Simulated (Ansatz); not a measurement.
# A computed series for Al2O3: pressure series

Consider Al2O3 in the corundum structure (space group R-3c, No. 167; a = 4.8088 Å, c = 13.1238 Å (hexagonal axes)).

Cell and atoms are relaxed at each pressure.

Level of theory: plane-wave PAW DFT at the PBE level (Ansatz, a program for electronic structure, 420 eV), spin-orbit coupling left out.

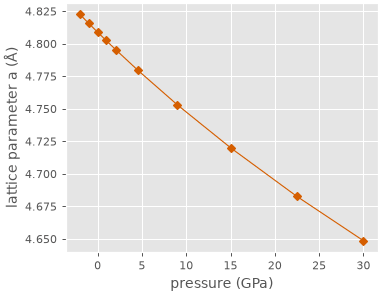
*Lattice parameter a against pressure*

Q: From the plot, what is the lattice parameter a for pressure −1 GPa?

A: About 4.82 Å.

Q: Is the trend monotonic over the range shown?

A: Yes, it falls throughout, spanning 4.649 Å to 4.823 Å.

Load acts through the strain it causes; cell and atoms are relaxed under it. Whether these cells are dynamically stable was not tested. No other phases were tried under pressure.
